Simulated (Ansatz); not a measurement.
CH$_{6}$Si: molecular dynamics (part 4 of 4)

Continued. System: CH$_{6}$Si. Method: RKS PBE-D4/6-31G* (Ansatz 0.2.0). It belongs to a series of runs on one base structure; here: dynamics from the start.

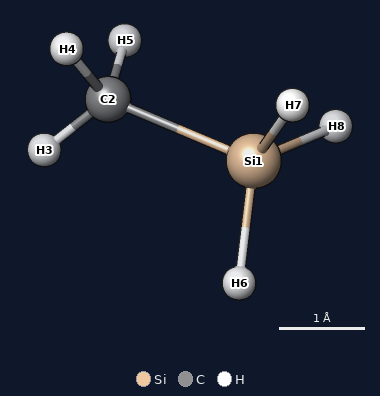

The geometry at step 219 of the log (ball-and-stick view, seen at an oblique angle; atoms are numbered from 1 in the order of the input).

Trajectory as extended XYZ, continued
```
8
Properties=species:S:1:pos:R:3:forces:R:3 step=133 time_fs=66.5 energy=-9005.66400 temperature=592.1
Si   -0.0021    0.0117   -0.0390   -0.7103  -0.1289   1.2963
C     0.0057   -0.0098    1.9332    0.2450   0.0511   1.0787
H    -0.2749   -1.0404    2.3893    0.1318   1.3830  -0.8323
H     1.0711    0.1911    2.3842   -1.6176  -0.0679  -0.9471
H    -0.7126    0.7926    2.3583    0.9357  -1.1369  -0.4598
H     1.2029   -0.7636   -0.3901    0.4248  -0.0172  -0.4783
H    -0.0772    1.4292   -0.5728    0.2768  -0.2703   0.0754
H    -1.2076   -0.7136   -0.6385    0.3138   0.1871   0.2672
8
Properties=species:S:1:pos:R:3:forces:R:3 step=138 time_fs=69.0 energy=-9005.59708 temperature=506.3
Si   -0.0011    0.0092   -0.0316   -0.7303  -0.0945   0.7265
C     0.0081    0.0145    1.9263   -0.5835  -2.1110   1.0557
H    -0.2238   -1.1015    2.4031    0.1634   2.4881  -1.3533
H     1.0202    0.1955    2.3742   -0.4570   0.3591  -0.5072
H    -0.7437    0.7371    2.3630    0.6232  -0.5959  -0.2689
H     1.1932   -0.7900   -0.4304    0.1796   0.1034  -0.2824
H    -0.0327    1.4362   -0.5884    0.2309  -0.4783   0.1784
H    -1.2389   -0.6932   -0.6535    0.5737   0.3292   0.4512
8
Properties=species:S:1:pos:R:3:forces:R:3 step=144 time_fs=72.0 energy=-9005.64747 temperature=571.5
Si   -0.0019    0.0060   -0.0207   -0.3212  -0.1220   0.2090
C     0.0066    0.0294    1.9238   -1.4505  -3.4881  -0.5421
H    -0.1571   -1.0806    2.3680   -0.1098   1.9976  -1.1624
H     0.9491    0.2169    2.3459    1.8270   0.9932   0.4861
H    -0.7603    0.6507    2.3601   -0.4417   0.5081   0.2724
H     1.1877   -0.8171   -0.4890   -0.1965   0.2957   0.0227
H     0.0296    1.4262   -0.6000    0.1422  -0.4806   0.2232
H    -1.2544   -0.6562   -0.6539    0.5504   0.2962   0.4911
8
Properties=species:S:1:pos:R:3:forces:R:3 step=150 time_fs=75.0 energy=-9005.82241 temperature=794.5
Si   -0.0037    0.0025   -0.0090    0.2613  -0.0773  -0.0871
C    -0.0037    0.0216    1.9179    0.0381  -0.7125  -1.3875
H    -0.0957   -0.9829    2.2865   -0.4748  -1.1959   0.1062
H     0.9448    0.2786    2.3333    1.1334   0.9455   0.2360
H    -0.7934    0.5832    2.3672   -0.7660   0.8280   0.3499
H     1.1744   -0.8319   -0.5468   -0.4038   0.3571   0.2884
H     0.0980    1.3964   -0.6023    0.0542  -0.2234   0.1796
H    -1.2475   -0.6070   -0.6339    0.1577   0.0786   0.3146
8
Properties=species:S:1:pos:R:3:forces:R:3 step=156 time_fs=78.0 energy=-9005.67098 temperature=602.6
Si   -0.0047   -0.0013    0.0023    0.7478   0.0961  -0.2462
C    -0.0140    0.0105    1.9027    1.2963   3.9227  -0.7551
H    -0.0530   -0.9411    2.2110   -0.3765  -4.3223   1.3590
H     0.9840    0.3776    2.3291   -1.1027   0.0034  -0.5683
H    -0.8541    0.5474    2.3866    0.2421   0.1113  -0.2909
H     1.1446   -0.8321   -0.5926   -0.3461   0.2140   0.4302
H     0.1688    1.3575   -0.5972   -0.0089   0.1796   0.0669
H    -1.2347   -0.5548   -0.6009   -0.4519  -0.2047   0.0044
8
Properties=species:S:1:pos:R:3:forces:R:3 step=162 time_fs=81.0 energy=-9005.78029 temperature=741.0
Si   -0.0035   -0.0048    0.0129    0.7266   0.3449  -0.4794
C    -0.0159    0.0215    1.8833    0.9310   0.3430   1.4262
H    -0.0254   -1.0501    2.1830    0.0151   0.2656   0.2068
H     0.9821    0.4780    2.3032   -1.6762  -0.6602  -0.6315
H    -0.9060    0.5176    2.3944    0.9198  -0.3429  -0.7008
H     1.1007   -0.8237   -0.6205   -0.0555  -0.1084   0.4083
H     0.2393    1.3260   -0.5891   -0.0607   0.4839  -0.0416
H    -1.2404   -0.5108   -0.5672   -0.8000  -0.3259  -0.1882
8
Properties=species:S:1:pos:R:3:forces:R:3 step=167 time_fs=83.5 energy=-9005.64352 temperature=566.2
Si   -0.0008   -0.0069    0.0206    0.1722   0.5373  -0.7791
C    -0.0124    0.0346    1.8737    0.2662  -2.0310   1.6738
H    -0.0031   -1.1475    2.1708    0.1350   2.5731  -0.2246
H     0.9285    0.5421    2.2619   -0.8823  -0.6442  -0.1598
H    -0.9215    0.4831    2.3794    0.7677  -0.2960  -0.6178
H     1.0618   -0.8197   -0.6304    0.2536  -0.4252   0.2798
H     0.2961    1.3146   -0.5834   -0.1282   0.4952  -0.0372
H    -1.2699   -0.4842   -0.5446   -0.5841  -0.2092  -0.1351
8
Properties=species:S:1:pos:R:3:forces:R:3 step=173 time_fs=86.5 energy=-9005.56607 temperature=466.7
Si    0.0027   -0.0078    0.0276   -0.6228   0.7532  -1.1950
C    -0.0068    0.0365    1.8722   -0.6883  -3.5428   0.4047
H     0.0291   -1.1665    2.1486    0.2247   2.8787  -0.1056
H     0.8364    0.5974    2.2090    1.0695   0.1914   0.7464
H    -0.9137    0.4317    2.3390   -0.2380   0.1101  -0.1003
H     1.0254   -0.8320   -0.6316    0.4557  -0.6597   0.1333
H     0.3589    1.3194   -0.5775   -0.2477   0.2315   0.0740
H    -1.3260   -0.4597   -0.5221    0.0469   0.0376   0.0425
8
Properties=species:S:1:pos:R:3:forces:R:3 step=179 time_fs=89.5 energy=-9005.71767 temperature=660.0
Si    0.0044   -0.0065    0.0309   -0.8919   0.7568  -1.5887
C    -0.0052    0.0148    1.8739   -0.1640  -1.5317  -0.5713
H     0.0712   -1.0698    2.1237    0.3916   0.5773   0.5731
H     0.7834    0.6580    2.1851    1.2260   0.2459   0.8363
H    -0.9157    0.3846    2.2939   -1.0580   0.3967   0.2875
H     1.0073   -0.8716   -0.6264    0.2895  -0.5437   0.1484
H     0.4109    1.3339   -0.5684   -0.3598  -0.1071   0.1933
H    -1.3807   -0.4340   -0.4981    0.5666   0.2058   0.1214
8
Properties=species:S:1:pos:R:3:forces:R:3 step=185 time_fs=92.5 energy=-9005.53838 temperature=432.3
Si    0.0035   -0.0029    0.0293   -0.5715   0.3789  -1.7422
C    -0.0052   -0.0142    1.8716   -0.0611   5.0999  -1.0230
H     0.1321   -0.9628    2.1270    0.9808  -4.4490   1.9233
H     0.7771    0.7244    2.1946   -0.2391  -0.8844   0.2225
H    -0.9572    0.3521    2.2588   -0.3344   0.0473   0.0969
H     1.0009   -0.9335   -0.6145   -0.0933  -0.1501   0.2561
H     0.4478    1.3444   -0.5513   -0.4014  -0.2889   0.2162
H    -1.4122   -0.3998   -0.4694    0.7200   0.2464   0.0502
8
Properties=species:S:1:pos:R:3:forces:R:3 step=190 time_fs=95.0 energy=-9005.75169 temperature=703.4
Si    0.0014    0.0010    0.0239   -0.0755  -0.0915  -1.5686
C    -0.0053   -0.0161    1.8650    0.0446   3.0127   0.2759
H     0.2111   -0.9903    2.1849    0.4304  -1.6799   1.0450
H     0.7686    0.7546    2.2117   -0.7346  -1.1021  -0.0385
H    -1.0042    0.3274    2.2334    0.5062  -0.2784  -0.0308
H     0.9934   -0.9908   -0.5965   -0.3592   0.1944   0.2925
H     0.4655    1.3443   -0.5302   -0.3507  -0.2444   0.1143
H    -1.4156   -0.3634   -0.4439    0.5387   0.1893  -0.0898
8
Properties=species:S:1:pos:R:3:forces:R:3 step=196 time_fs=98.0 energy=-9005.69971 temperature=638.2
Si   -0.0012    0.0053    0.0132    0.5605  -0.6151  -0.9339
C    -0.0048   -0.0007    1.8596    0.4563  -1.4422   1.7134
H     0.3180   -1.0794    2.2897   -0.8764   2.2690  -0.7354
H     0.7321    0.7508    2.2317   -0.3428  -0.3784   0.0922
H    -1.0411    0.2873    2.2024    0.8560  -0.3414   0.0798
H     0.9702   -1.0517   -0.5638   -0.4725   0.4480   0.2000
H     0.4734    1.3355   -0.5010   -0.1872   0.0129  -0.1028
H    -1.4002   -0.3128   -0.4175    0.0060   0.0472  -0.3132
8
Properties=species:S:1:pos:R:3:forces:R:3 step=202 time_fs=101.0 energy=-9005.51893 temperature=406.4
Si   -0.0022    0.0078   -0.0003    0.9427  -0.8351   0.0291
C    -0.0014    0.0058    1.8653    0.3189  -3.1365   1.2969
H     0.3904   -1.0831    2.3671   -1.3169   2.7037  -1.3404
H     0.6827    0.7325    2.2569    0.5045   0.7982   0.4770
H    -1.0438    0.2334    2.1756    0.4227  -0.1705   0.3621
H     0.9276   -1.0941   -0.5229   -0.3323   0.4257  -0.0310
H     0.4734    1.3274   -0.4763    0.0163   0.2965  -0.3050
H    -1.3847   -0.2601   -0.4043   -0.5558  -0.0820  -0.4888
8
Properties=species:S:1:pos:R:3:forces:R:3 step=208 time_fs=104.0 energy=-9005.73721 temperature=685.7
Si   -0.0004    0.0078   -0.0138    0.6635  -0.5646   0.8856
C     0.0047   -0.0087    1.8803    0.7436  -1.8296   0.4735
H     0.4086   -0.9765    2.3897   -0.9381   1.1251  -0.9973
H     0.6508    0.7445    2.3001    0.2955   0.8906   0.2299
H    -1.0296    0.1722    2.1642   -0.3170   0.0401   0.5878
H     0.8714   -1.1193   -0.4837    0.0086   0.1194  -0.3377
H     0.4738    1.3311   -0.4642    0.1414   0.3195  -0.3746
H    -1.3912   -0.2105   -0.4116   -0.5976  -0.1004  -0.4673
8
Properties=species:S:1:pos:R:3:forces:R:3 step=213 time_fs=106.5 energy=-9005.67129 temperature=599.8
Si    0.0027    0.0065   -0.0231    0.0122  -0.0751   1.3042
C     0.0133   -0.0300    1.8952   -0.2105   2.8244  -1.1826
H     0.3952   -0.8534    2.3786    0.7700  -2.8019   0.9055
H     0.6337    0.7822    2.3435   -0.4400   0.1208  -0.3934
H    -1.0256    0.1218    2.1731   -0.4204   0.1117   0.5338
H     0.8242   -1.1358   -0.4615    0.3055  -0.2073  -0.5624
H     0.4785    1.3442   -0.4661    0.1520   0.0833  -0.3131
H    -1.4154   -0.1723   -0.4328   -0.1688  -0.0559  -0.2920
8
Properties=species:S:1:pos:R:3:forces:R:3 step=219 time_fs=109.5 energy=-9005.53835 temperature=430.5
Si    0.0063    0.0048   -0.0306   -0.6404   0.3833   1.3366
C     0.0213   -0.0365    1.9051   -1.1009   4.3820  -1.4185
H     0.4118   -0.8171    2.4030    1.4863  -3.7301   1.4624
H     0.5962    0.8314    2.3799   -0.7455  -0.4860  -0.7718
H    -1.0350    0.0656    2.2037    0.0263   0.0966   0.2470
H     0.7795   -1.1637   -0.4569    0.4209  -0.3208  -0.6376
H     0.4898    1.3621   -0.4804    0.1121  -0.2992  -0.1853
H    -1.4495   -0.1287   -0.4690    0.4412  -0.0257  -0.0328
8
Properties=species:S:1:pos:R:3:forces:R:3 step=225 time_fs=112.5 energy=-9005.69716 temperature=633.9
Si    0.0080    0.0042   -0.0340   -0.7614   0.3452   1.0129
C     0.0229   -0.0157    1.9068    0.1203  -0.5950   1.2228
H     0.4812   -0.9193    2.4768   -0.5551   0.9761  -1.2768
H     0.5292    0.8627    2.3853   -0.2814  -0.2447  -0.5094
H    -1.0436    0.0135    2.2449    0.4223   0.0751  -0.0724
H     0.7517   -1.2037   -0.4788    0.2168   0.0265  -0.4489
H     0.5060    1.3677   -0.5027    0.0935  -0.5350  -0.0793
H    -1.4657   -0.0864   -0.5070    0.7451  -0.0483   0.1512
8
Properties=species:S:1:pos:R:3:forces:R:3 step=231 time_fs=115.5 energy=-9005.45983 temperature=330.3
Si    0.0075    0.0045   -0.0343   -0.4692  -0.0376   0.7641
C     0.0243    0.0026    1.9155   -0.0720  -2.9655   1.1901
H     0.5330   -0.9925    2.5045   -1.0584   2.5102  -1.8561
H     0.4513    0.8857    2.3702    0.4800   0.5520   0.1167
H    -1.0353   -0.0353    2.2834    0.4222   0.0588  -0.2699
H     0.7331   -1.2421   -0.5197   -0.0584   0.4947  -0.1467
H     0.5265    1.3510   -0.5286    0.1302  -0.5197  -0.0118
H    -1.4513   -0.0462   -0.5389    0.6256  -0.0929   0.2137
8
Properties=species:S:1:pos:R:3:forces:R:3 step=237 time_fs=118.5 energy=-9005.61972 temperature=535.3
Si    0.0056    0.0047   -0.0322   -0.0104  -0.4027   0.7643
C     0.0255    0.0011    1.9325    0.0570  -2.4865   0.3877
H     0.5419   -0.9631    2.4555   -0.6802   2.1961  -1.3372
H     0.3916    0.9287    2.3579    0.5878   0.3485   0.1709
H    -1.0109   -0.0815    2.3112   -0.1086   0.0447  -0.2413
H     0.7125   -1.2601   -0.5671   -0.1923   0.7149   0.1066
H     0.5528    1.3128   -0.5552    0.2201  -0.2905   0.0127
H    -1.4112   -0.0100   -0.5620    0.1265  -0.1244   0.1363
8
Properties=species:S:1:pos:R:3:forces:R:3 step=242 time_fs=121.0 energy=-9005.76721 temperature=722.8
Si    0.0039    0.0040   -0.0286    0.3305  -0.5264   0.8920
C     0.0265   -0.0131    1.9487   -0.6451   0.9934  -1.0397
H     0.5287   -0.8702    2.3718    0.8669  -0.2900   0.1851
H     0.3604    0.9750    2.3526    0.2848  -0.6617  -0.1584
H    -0.9930   -0.1186    2.3264   -0.5675   0.0175  -0.1247
H     0.6894   -1.2525   -0.6037   -0.1621   0.6189   0.2228
H     0.5818    1.2710   -0.5770    0.3050  -0.0336   0.0185
H    -1.3730    0.0162   -0.5768   -0.4124  -0.1181   0.0043
8
Properties=species:S:1:pos:R:3:forces:R:3 step=248 time_fs=124.0 energy=-9005.51944 temperature=408.6
Si    0.0028    0.0018   -0.0218    0.3763  -0.2864   0.9182
C     0.0214   -0.0210    1.9602   -2.7356   4.7814  -2.6387
H     0.5575   -0.7850    2.2853    3.1536  -3.5917   1.8291
H     0.3341    1.0043    2.3403    0.0933  -1.1478  -0.2625
H    -0.9924   -0.1628    2.3397   -0.4584  -0.0632  -0.0563
H     0.6561   -1.2205   -0.6391    0.0113   0.1965   0.2359
H     0.6286    1.2199   -0.6023    0.3380   0.1813   0.0561
H    -1.3438    0.0431   -0.5944   -0.7784  -0.0701  -0.0818
8
Properties=species:S:1:pos:R:3:forces:R:3 step=254 time_fs=127.0 energy=-9005.81586 temperature=785.7
Si    0.0027   -0.0012   -0.0122   -0.0988   0.3344   0.5675
C     0.0007   -0.0013    1.9551    0.0720  -0.4462  -1.1538
H     0.6952   -0.8190    2.2623   -0.2276   0.5458   0.2005
H     0.3129    0.9898    2.3184    0.2031  -0.1486   0.1085
H    -1.0100   -0.2093    2.3503    0.1296  -0.0708  -0.0944
H     0.6234   -1.1805   -0.6646    0.2326  -0.3853   0.1533
H     0.6895    1.1758   -0.6248    0.2242   0.1859   0.1797
H    -1.3458    0.0670   -0.6149   -0.5350  -0.0152   0.0387
8
Properties=species:S:1:pos:R:3:forces:R:3 step=260 time_fs=130.0 energy=-9005.51689 temperature=403.7
Si    0.0023   -0.0032   -0.0010   -0.5786   0.8253  -0.0858
C    -0.0210    0.0173    1.9408    1.4864  -3.3224  -0.5961
H     0.8314   -0.8428    2.2531   -2.2142   2.1684  -0.4243
H     0.3008    0.9695    2.3015    0.3349   0.9514   0.5154
H    -1.0222   -0.2584    2.3566    0.6411   0.0456  -0.1680
H     0.6002   -1.1564   -0.6834    0.3120  -0.7453   0.1177
H     0.7596    1.1393   -0.6394   -0.0043   0.0600   0.3639
H    -1.3699    0.0902   -0.6332    0.0227   0.0170   0.2772
8
Properties=species:S:1:pos:R:3:forces:R:3 step=265 time_fs=132.5 energy=-9005.49523 temperature=375.6
Si    0.0007   -0.0031    0.0083   -0.6676   0.8463  -0.7597
C    -0.0312    0.0162    1.9255    2.1223  -2.6538  -0.0625
H     0.8777   -0.7961    2.2333   -2.4432   1.9328  -0.4353
H     0.3003    0.9787    2.3022   -0.0444   0.4546   0.2649
H    -1.0130   -0.2982    2.3567    0.6466   0.0967  -0.1372
H     0.5906   -1.1595   -0.6948    0.1912  -0.6755   0.2325
H     0.8183    1.1111   -0.6400   -0.1957  -0.0326   0.4804
H    -1.3905    0.1101   -0.6399    0.3908   0.0315   0.4169
8
Properties=species:S:1:pos:R:3:forces:R:3 step=271 time_fs=135.5 energy=-9005.74746 temperature=698.2
Si   -0.0030   -0.0006    0.0171   -0.4275   0.4712  -1.4345
C    -0.0298   -0.0011    1.9069    1.6899   0.1728   0.2785
H     0.8421   -0.6694    2.1940   -0.9434   0.2384   0.0702
H     0.2960    1.0038    2.3115   -0.6535  -0.6255  -0.3207
H    -0.9785   -0.3426    2.3521    0.2104   0.0239   0.0212
H     0.5858   -1.1883   -0.6986   -0.0732  -0.2902   0.4626
H     0.8809    1.0761   -0.6219   -0.3339  -0.0444   0.4972
H    -1.3999    0.1351   -0.6318    0.5312   0.0537   0.4255
8
Properties=species:S:1:pos:R:3:forces:R:3 step=277 time_fs=138.5 energy=-9005.52208 temperature=411.0
Si   -0.0080    0.0032    0.0216    0.0412  -0.0992  -1.6229
C    -0.0188   -0.0163    1.8893   -2.3132   3.6894  -0.7396
H     0.7800   -0.5406    2.1621    3.6206  -3.0880   1.5161
H     0.2653    1.0058    2.3085   -0.8178  -0.6819  -0.4992
H    -0.9347   -0.3861    2.3481   -0.2134  -0.0955   0.1448
H     0.5781   -1.2297   -0.6828   -0.2943   0.0996   0.5905
H     0.9296    1.0397   -0.5829   -0.3218   0.0738   0.3629
H    -1.3878    0.1626   -0.6060    0.2987   0.1017   0.2474
8
Properties=species:S:1:pos:R:3:forces:R:3 step=283 time_fs=141.5 energy=-9005.76065 temperature=714.5
Si   -0.0128    0.0068    0.0212    0.5672  -0.6427  -1.3716
C    -0.0199   -0.0094    1.8679   -0.3505   1.0415   0.2297
H     0.8432   -0.5223    2.1849    1.3888  -1.4164   0.5760
H     0.2009    0.9825    2.2861   -0.5290   0.4026  -0.0941
H    -0.8990   -0.4335    2.3499   -0.3044  -0.1333   0.0947
H     0.5581   -1.2675   -0.6422   -0.3835   0.2902   0.5211
H     0.9650    1.0068   -0.5286   -0.1704   0.2725   0.1300
H    -1.3639    0.1946   -0.5700   -0.2182   0.1856  -0.0858
8
Properties=species:S:1:pos:R:3:forces:R:3 step=288 time_fs=144.0 energy=-9005.72929 temperature=676.3
Si   -0.0156    0.0083    0.0177    0.8439  -0.8729  -1.0074
C    -0.0241    0.0034    1.8508    1.9582  -2.0579   1.5168
H     0.9493   -0.5593    2.2259   -1.6562   0.6921  -0.6743
H     0.1295    0.9743    2.2638   -0.1693   1.3333   0.3996
H    -0.8784   -0.4769    2.3542   -0.0181   0.0037  -0.1425
H     0.5292   -1.2902   -0.5914   -0.3459   0.2425   0.3190
H     0.9886    0.9879   -0.4787   -0.0231   0.4040  -0.0761
H    -1.3500    0.2272   -0.5422   -0.5895   0.2551  -0.3352
8
Properties=species:S:1:pos:R:3:forces:R:3 step=294 time_fs=147.0 energy=-9005.59643 temperature=506.1
Si   -0.0167    0.0078    0.0106    0.6770  -0.6252  -0.5401
C    -0.0170    0.0062    1.8406    2.1756  -2.1334   2.4244
H     1.0155   -0.5781    2.2499   -2.4578   1.4848  -1.0310
H     0.0367    1.0112    2.2509    0.0038   0.4897   0.2195
H    -0.8536   -0.5283    2.3531    0.2739   0.2020  -0.3811
H     0.4814   -1.3090   -0.5188   -0.1867  -0.0506  -0.0420
H     1.0159    0.9808   -0.4221    0.0348   0.3861  -0.2641
H    -1.3556    0.2763   -0.5218   -0.5206   0.2466  -0.3856
8
Properties=species:S:1:pos:R:3:forces:R:3 step=300 time_fs=150.0 energy=-9005.77197 temperature=730.8
Si   -0.0157    0.0055    0.0019    0.1387   0.0599  -0.0466
C     0.0051   -0.0052    1.8472    0.9150  -0.0550   2.1517
H     0.9814   -0.5365    2.2321   -1.4052   1.1531  -0.5846
H    -0.0553    1.0664    2.2464    0.2755  -1.1750  -0.2569
H    -0.8188   -0.5718    2.3368    0.1069   0.1680  -0.3039
H     0.4257   -1.3301   -0.4480   -0.0037  -0.3914  -0.3946
H     1.0441    0.9896   -0.3765   -0.0818   0.1507  -0.3659
H    -1.3817    0.3355   -0.5170    0.0548   0.0896  -0.1993
```

The run was set up as follows.

The input
```yaml
crystal:
  periodic: [false, false, false]
  atoms:
    - { symbol: Si, position_ang: [0.000396, -5.7e-05, -0.000507] }
    - { symbol: C, position_ang: [8.9e-05, -1.7e-05, 1.891623] }
    - { symbol: H, position_ang: [-1.025447, -0.1045, 2.284539] }
    - { symbol: H, position_ang: [0.603242, -0.835831, 2.284814] }
    - { symbol: H, position_ang: [0.422263, 0.940315, 2.284736] }
    - { symbol: H, position_ang: [1.395709, 0.150577, -0.537248] }
    - { symbol: H, position_ang: [-0.827584, 1.132934, -0.537568] }
    - { symbol: H, position_ang: [-0.567267, -1.283421, -0.53749] }
basis:
  gaussian: { orbitals: "6-31G*" }
hamiltonian:
  xc: pbe
  dispersion: d4
md:
  timestep: 0.5
  n_steps: 300
  ensemble: nve
  temperature: 1000.0
  initial_velocities: maxwell_boltzmann
  seed: 208568
  masses: [{ species: H, mass: 2.014 }]
```

Run as:
```bash
ansatz run input.yaml --threads 1 --pin off --max-ram 2048MiB --backend cpu --events-out ev --progress --plain --runs-dir out
```

Summary

```tsv
quantity	value
outcome	finished
mean temperature over the second half	572 K
trajectory	300 steps, 150 fs
ensemble	nve
temperature in the input	1000.0 K
time step	0.5 fs
potential energy (last step)	−9005.7720 eV
mean-field energy (last step)	−9005.6694 eV
largest force (length of the vector) (last step)	2.339 eV/Å
hardware	1 thread of Arm Neoverse V1, 24 GiB of memory available, shared host
wall time	5.7 min
peak memory	0.086 GiB
```

So short a trajectory is not equilibrated.
